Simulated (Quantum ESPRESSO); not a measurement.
# Dipole at the next field: Y2COS MXene, 1 layer

Method. Quantum ESPRESSO 7.5, PBE, GBRV ultrasoft; sawtooth field along the normal with dipole correction, ions clamped, threshold 1e-9 Ry; cell area 11.442 Å².

| field (V/Å) | dipole (e Å a cell) |
| --- | --- |
| 0 | 0.10489 |
| 0.1 | 0.14846 |
| 0.2 | 0.19204 |

**Question.** What is the dipole at 0.3 V/Å, and what electrostatic thickness 4πα/A follows from the rows?

**Fit.** The slope is (0.19204 − (0.10489))/0.2 = 0.4357 e Å²/V, so 4πα/A = 180.95 × 0.4357/11.442 = 6.89 Å. Linear response gives p = 0.10489 + 0.4357 × (0.3) = 0.23561 e Å; a parabola through the three rows gives 0.23563.

**The withheld run.** p = 0.23561 e Å. The line misses by 0.0 % of the induced dipole and the parabola by 0.0 %. The response is linear over this range.

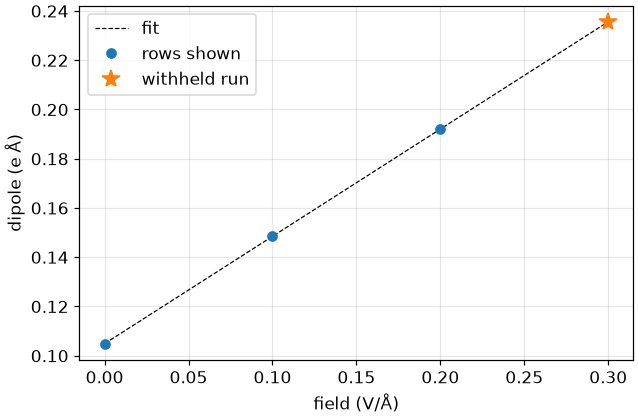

The rows shown, the fit and the withheld run.

**Limits.** Electrons alone respond; local and semilocal functionals tend to overscreen.
